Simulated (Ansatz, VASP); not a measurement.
# ZnGe in two plane-wave programs, part 2 of 2

Wanted: the spread between two codes on one cell, functional and k mesh. The cell is invented: As first built, before any earlier steps moved the atoms (in the runner's words): it takes the TiZn structure with some of its atoms replaced by other elements, volume scaled by an estimate. It may not be a known or stable phase. The cell is taken from a series of VASP runs on this material, whose earlier steps may have relaxed, scaled or displaced it; both programs get it as it stands. Other levels of theory on this material are compared in a session of their own. Valence electrons are named where the data sets of a main pair hold unlike numbers.

VASP 6.6.1 and Ansatz 0.2.0.

So far. Step 2 (VASP: band structure, PBE): The run ends at a pressure of -1.04 GPa.

## 6. VASP: band structure, LDA

Level of this step: LDA; plane waves and PAW (Ge_d, Zn); invented cell (VASP).

The same cell, functional (in two slightly different forms), mesh and smearing now go to VASP, with its own data sets.

File INCAR:

```
SYSTEM = ZnGe
PREC = Accurate
ENCUT = 410
EDIFF = 1E-06
NELM = 100
ISMEAR = 0
SIGMA = 0.02
LREAL = .FALSE.
ALGO = Normal
GGA = CA
LORBIT = 11
LWAVE = .FALSE.
LCHARG = .FALSE.
KPAR = 4
```

File POSCAR:

```
ZnGe
1.0
    3.2898053742      0.0000000000      0.0000000000
    0.0000000000      3.2898053742      0.0000000000
    0.0000000000      0.0000000000      3.2898053742
Ge Zn
1 1
Direct
    0.5000000000      0.5000000000      0.5000000000
    0.0000000000      0.0000000000      0.0000000000
```

File KPOINTS:

```
Automatic mesh
0
Gamma
4 4 4
0 0 0
```

File KPOINTS_OPT:

```
Line mode
16
Line-mode
Reciprocal
  0.00000000   0.00000000   0.00000000 GAMMA
  0.00000000   0.50000000   0.00000000 X

  0.00000000   0.50000000   0.00000000 X
  0.50000000   0.50000000   0.00000000 M

  0.50000000   0.50000000   0.00000000 M
  0.00000000   0.00000000   0.00000000 GAMMA

  0.00000000   0.00000000   0.00000000 GAMMA
  0.50000000   0.50000000   0.50000000 R

  0.50000000   0.50000000   0.50000000 R
  0.00000000   0.50000000   0.00000000 X

  0.50000000   0.50000000   0.00000000 M
  0.50000000   0.50000000   0.50000000 R
```

The projector-augmented-wave data sets are Ge_d and Zn (PBE family, release 64).

Started as:

```console
> mpirun -np 4 vasp_std
```

Numbers of over 12 decimals in the logs are rounded to 6 here.

The log of the run:

```text
[banner, memory and clock lines left out]
running    4 mpi-ranks, on    1 nodes
[...]
|                                                                             |
|               ----> ADVICE to this user running VASP <----                  |
|                                                                             |
|     You enforced a specific xc type in the INCAR file but a different       |
|     [... a line on the potential file left out ...]
|     I HOPE YOU KNOW WHAT YOU ARE DOING!                                     |
|                                                                             |

 LDA part: xc-table for (Slater(with rela. corr.)+CA(PZ))
 , standard interpolation
 POSCAR, INCAR and KPOINTS ok, starting setup
[...]
entering main loop
       N       E                     dE             d eps       ncg     rms          rms(c)
DAV:   1     0.111734382005E+03    0.11173E+03   -0.12327E+04   348   0.329E+03
DAV:   2     0.393787940900E+01   -0.10780E+03   -0.10660E+03   340   0.399E+02
[...]
DAV:  12    -0.663821888259E+01   -0.10709E-06   -0.52166E-06   396   0.380E-02
   1 F= -.66382189E+01 E0= -.66371842E+01  d E =-.206938E-02
 Start KPOINTS_OPT (optional k-point list driver)
k-point batch [1-10\96]
       N       E                     dE             ncg
DAV:   1    -0.945975589376E+03   -0.25379E+04      340
DAV:   2    -0.213674206803E+04   -0.11908E+04      348
DAV:   3    -0.226095663149E+04   -0.12421E+03      346
DAV:   4    -0.226340089592E+04   -0.24443E+01      375
DAV:   5    -0.226343118978E+04   -0.30294E-01      355
DAV:   6    -0.226343191603E+04   -0.72625E-03      392
DAV:   7    -0.226343194096E+04   -0.24933E-04      365
DAV:   8    -0.226343194198E+04   -0.10172E-05      274
DAV:   9    -0.226343194206E+04   -0.75219E-07      181
[...]
k-point batch [91-96\96]
       N       E                     dE             ncg
DAV:   1     0.346490776978E+04   -0.71154E+04      213
DAV:   2     0.281926229078E+04   -0.64565E+03      204
DAV:   3     0.275920559857E+04   -0.60057E+02      228
DAV:   4     0.275797769317E+04   -0.12279E+01      230
DAV:   5     0.275795754112E+04   -0.20152E-01      212
DAV:   6     0.275795701746E+04   -0.52366E-03      265
DAV:   7     0.275795700719E+04   -0.10271E-04      208
DAV:   8     0.275795700688E+04   -0.30126E-06      137
```

OUTCAR, selected parts (step 6):

```text
  Total       -1.5539284     -1.5539284     -1.5539284      0.0000000      0.0000000     -0.0000000
  in kB      -69.9247590    -69.9247590    -69.9247590      0.0000000      0.0000000     -0.0000000
  external PRESSURE =     -69.9247590 kB  Pullay stress =       0.0000000 kB

  FREE ENERGIE OF THE ION-ELECTRON SYSTEM (eV)
  ---------------------------------------------------
  free  energy   TOTEN  =        -6.6382188826 eV

  energy  without entropy=       -6.6361494989  energy(sigma->0) =       -6.63718419

[... 3 parts as in an earlier step ...]

[... 1 further part left out ...]
[key lines of the parts left out:]
E-fermi :   3.8673
```

The PAW data sets were made with PBE, though LDA sets exist; pressures can shift by 1 GPa and more with it. At this level the cell is under a tension of 7.0 GPa, so at these settings it is away from equilibrium.

## 7. Comparison

What differs besides the data sets and the points named for the pairs above, as far as they apply: the two LDA forms differ slightly; Ansatz makes its cores anew for this functional, VASP keeps those of its PBE data sets; VASP's log shows a relativistic correction to its local exchange, Ansatz's none. Total energies have different zeros and are not compared.

The two programs side by side:

| quantity | Ansatz | VASP | difference |
| --- | --- | --- | --- |
| pressure (GPa) | -6.84 | -6.99 | +0.15 |

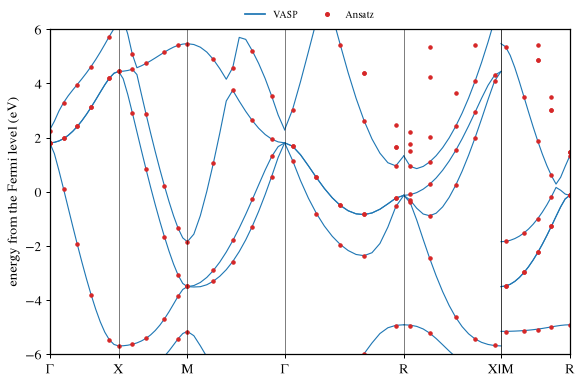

Bands from VASP (lines) and levels from Ansatz (dots). Dots without a line are higher empty bands that the VASP plot leaves out.

Levels from 3 eV below to 2 eV above the Fermi level differ by 10 meV r.m.s. and 16 meV at most; each VASP level is matched to the nearest of Ansatz, which flatters the figure a little. Ansatz's pressure holds a Pulay correction of 0.04 GPa; VASP's holds none.

## 8. Ansatz: band structure, r2SCAN

A single point gives forces, pressure and levels at one fixed geometry, so differences don't come from the geometry; what else differs is listed under the comparison.

The cell is taken from a series of VASP runs on this material, whose earlier steps may have relaxed, scaled or displaced it; both programs get it as it stands.

File input.yaml:

```yaml
crystal:
  lattice:
    - [3.2898053742, 0.0, 0.0]
    - [0.0, 3.2898053742, 0.0]
    - [0.0, 0.0, 3.2898053742]
  atoms:
    - { symbol: Ge, position: [0.5, 0.5, 0.5] }
    - { symbol: Zn, position: [0.0, 0.0, 0.0] }
hamiltonian:
  xc: r2scan
  pseudopotentials: { kind: paw }
kpoints:
  mp_grid: { grid: [4, 4, 4] }
  band_path:
    path:
      - [0.0, 0.0, 0.0]
      - [0.0, 0.1, 0.0]
      - [0.0, 0.2, 0.0]
      - [0.0, 0.3, 0.0]
      - [0.0, 0.43333, 0.0]
      - [0.0, 0.5, 0.0]
      - [0.1, 0.5, 0.0]
      - [0.2, 0.5, 0.0]
      - [0.33333, 0.5, 0.0]
      - [0.43333, 0.5, 0.0]
      - [0.5, 0.5, 0.0]
      - [0.36667, 0.36667, 0.0]
      - [0.26667, 0.26667, 0.0]
      - [0.16667, 0.16667, 0.0]
      - [0.06667, 0.06667, 0.0]
      - [0.03333, 0.03333, 0.03333]
      - [0.13333, 0.13333, 0.13333]
      - [0.23333, 0.23333, 0.23333]
      - [0.33333, 0.33333, 0.33333]
      - [0.46667, 0.46667, 0.46667]
      - [0.46667, 0.5, 0.46667]
      - [0.36667, 0.5, 0.36667]
      - [0.23333, 0.5, 0.23333]
      - [0.13333, 0.5, 0.13333]
      - [0.03333, 0.5, 0.03333]
      - [0.5, 0.5, 0.03333]
      - [0.5, 0.5, 0.16667]
      - [0.5, 0.5, 0.26667]
      - [0.5, 0.5, 0.36667]
      - [0.5, 0.5, 0.5]
    npoints: 1
scf:
  occupations: { method: gaussian, width: 0.02 }
  n_extra_bands: 7
output:
  forces: true
  stress: true
  eigenvalues: true
```

Started as:

```console
> ansatz run input.yaml --threads 2 --pin off --max-ram 4608MiB --backend cpu --events-out ev --progress --plain --runs-dir out
```

The log of the run:

```text
[...]
Crystal: 2 atoms, lattice volume = 35.605 Å³
Basis set: ecut = 500 eV, 895 PW (Γ), exchange–correlation on 96×96×96 points (64 copies of the dense FFT grid, shifted against one another)
Bands: 20, of which v1, the nominal top of the filled ones, is band 13 counted from 1 (12 counted from 0)
Symmetry: 48 space group operations
[...]
k-points: 10 of 64
[...]
k-point 0: bands = [... 9 lower, 2.8823, 2.8823, 11.6387, 11.6387, 11.6387, 12.7020, 16.6898, 16.6898, ... 3 higher]
  k-point 1: bands = [... 9 lower, 2.7971, 2.8872, 6.7642, 12.6191, 12.6191, 14.5820, 17.3939, 20.7362, ... 3 higher]
  k-point 2: bands = [... 9 lower, 2.7165, 2.8922, 3.8286, 14.3973, 14.3973, 16.5452, 17.5404, 17.5592, ... 3 higher]
  k-point 9: bands = [... 9 lower, 3.0156, 4.8155, 9.4831, 9.4831, 9.4831, 11.3051, 11.3051, 11.3051, ... 3 higher]
[key lines of the parts left out:]
SCF converged after 7 iterations
Free energy (F): -7627.919671 eV
Fermi energy:    9.818185 eV
P = ⅓ Tr σ = -3.3484 GPa (-33.484 kbar)
```

It took 2.8 s on 2 threads of Arm Neoverse N1, shared host; peak memory 0.34 GiB.

## 9. VASP: band structure, r2SCAN

The same cell, functional, mesh and smearing now go to VASP, with its own data sets.

INCAR, as its differences from that of step 6:

```diff
@@ -9,3 +9,4 @@
 ALGO = Normal
-GGA = CA
+METAGGA = R2SCAN
+LASPH = .TRUE.
 LORBIT = 11
```

POSCAR is that of step 6.

KPOINTS is that of step 6.

KPOINTS_OPT is that of step 6.

Started as:

```console
> mpirun -np 4 vasp_std
```

The log of the run:

```text
[banner, memory and clock lines left out]
running    4 mpi-ranks, on    1 nodes
[...]
[... a notice as in an earlier step ...]

 LDA part: xc-table for (None), standard interpolation
 POSCAR, INCAR and KPOINTS ok, starting setup
[...]
entering main loop
       N       E                     dE             d eps       ncg     rms          rms(c)
DAV:   1     0.926338332478E+02    0.92634E+02   -0.12706E+04   356   0.338E+03
DAV:   2    -0.142875887884E+02   -0.10692E+03   -0.10590E+03   340   0.408E+02
DAV:   3    -0.248872150841E+02   -0.10600E+02   -0.10571E+02   392   0.112E+02
DAV:   4    -0.251065622375E+02   -0.21935E+00   -0.21928E+00   371   0.161E+01
[...]
DAV:  14    -0.221140291957E+02    0.12608E-05   -0.65960E-06   382   0.431E-02    0.117E-03
DAV:  15    -0.221140304631E+02   -0.12674E-05   -0.25082E-07   200   0.565E-03    0.134E-03
DAV:  16    -0.221140306196E+02   -0.15656E-06   -0.55947E-08   200   0.400E-03
   1 F= -.22114031E+02 E0= -.22112996E+02  d E =-.206938E-02
 Start KPOINTS_OPT (optional k-point list driver)
k-point batch [1-10\96]
       N       E                     dE             ncg
DAV:   1    -0.969742354738E+03   -0.25617E+04      340
DAV:   2    -0.218940217631E+04   -0.12197E+04      348
DAV:   3    -0.231963240367E+04   -0.13023E+03      346
DAV:   4    -0.232223178314E+04   -0.25994E+01      366
DAV:   5    -0.232226390683E+04   -0.32124E-01      354
DAV:   6    -0.232226469561E+04   -0.78879E-03      384
DAV:   7    -0.232226472424E+04   -0.28628E-04      354
DAV:   8    -0.232226472545E+04   -0.12060E-05      316
DAV:   9    -0.232226472552E+04   -0.73793E-07      183
[...]
k-point batch [91-96\96]
       N       E                     dE             ncg
DAV:   1     0.343249745251E+04   -0.71478E+04      221
DAV:   2     0.278209685160E+04   -0.65040E+03      204
DAV:   3     0.272382059256E+04   -0.58276E+02      220
DAV:   4     0.272262528900E+04   -0.11953E+01      232
DAV:   5     0.272260887779E+04   -0.16411E-01      212
DAV:   6     0.272260851700E+04   -0.36079E-03      248
DAV:   7     0.272260850668E+04   -0.10319E-04      196
DAV:   8     0.272260850632E+04   -0.35540E-06      144
```

From OUTCAR (step 9):

```text
  Total       -0.8528377     -0.8528377     -0.8528377      0.0000000      0.0000000     -0.0000000
  in kB      -38.3765897    -38.3765897    -38.3765897      0.0000000      0.0000000     -0.0000000
  external PRESSURE =     -38.3765897 kB  Pullay stress =       0.0000000 kB

  FREE ENERGIE OF THE ION-ELECTRON SYSTEM (eV)
  ---------------------------------------------------
  free  energy   TOTEN  =       -22.1140306196 eV

  energy  without entropy=      -22.1119612359  energy(sigma->0) =      -22.11299593

[... 3 parts as in an earlier step ...]

[... 1 further part left out ...]
[key lines of the parts left out:]
E-fermi :   4.1424
```

At this level the cell is under a tension of 3.8 GPa, so at these settings it is away from equilibrium.

## 10. Differences

What differs besides the data sets and the points named for the pairs above, as far as they apply: VASP keeps PBE cores, Ansatz makes them for the functional; the cutoff is 500 eV in Ansatz and 410 eV in VASP. Total energies have different zeros and are not compared.

Compared:

| quantity | Ansatz | VASP | difference |
| --- | --- | --- | --- |
| pressure (GPa) | -3.35 | -3.84 | +0.49 |
| pressure without Ansatz's Pulay correction (GPa) | -3.41 | -3.84 | +0.43 |

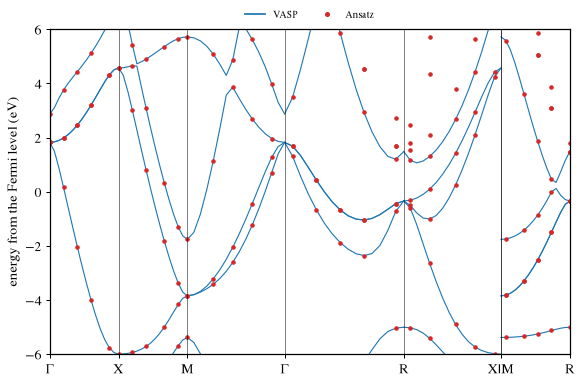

Bands from VASP (lines) and levels from Ansatz (dots). Dots without a line are higher empty bands that the VASP plot leaves out.

Levels from 3 eV below to 2 eV above the Fermi level differ by 3 meV r.m.s. and 6 meV at most; each VASP level is matched to the nearest of Ansatz, which flatters the figure a little. Ansatz's pressure holds a Pulay correction of 0.06 GPa; VASP's holds none.

## 11. Summary of results

- r.m.s. difference of levels near the Fermi level (band structure, PBE): 3.2 meV
- r.m.s. difference of levels near the Fermi level (band structure, LDA): 10 meV
- r.m.s. difference of levels near the Fermi level (band structure, r2SCAN): 3.2 meV

In words: The r.m.s. difference of levels near the Fermi level is 10 meV (band structure, LDA), within the 80 meV picked in this series as the mark of a large difference. 3 further runs of this series are not shown here. Such differences can come from data sets, numerical settings and the points named under the comparisons, not from the functional's error against experiment.

[Lines on the potential files, build, host, timing and source positions are cut from VASP's logs without a mark.]

[Logs are printed without paths, hosts, clocks, repeated set-up lines and the standing remarks that a program may print on its own settings, such as how far it seeks lower states.]

[Hosts, paths, dates, database ids (printed as entryN), source tags and the programs' standing remarks are cut or masked in the printed files.]
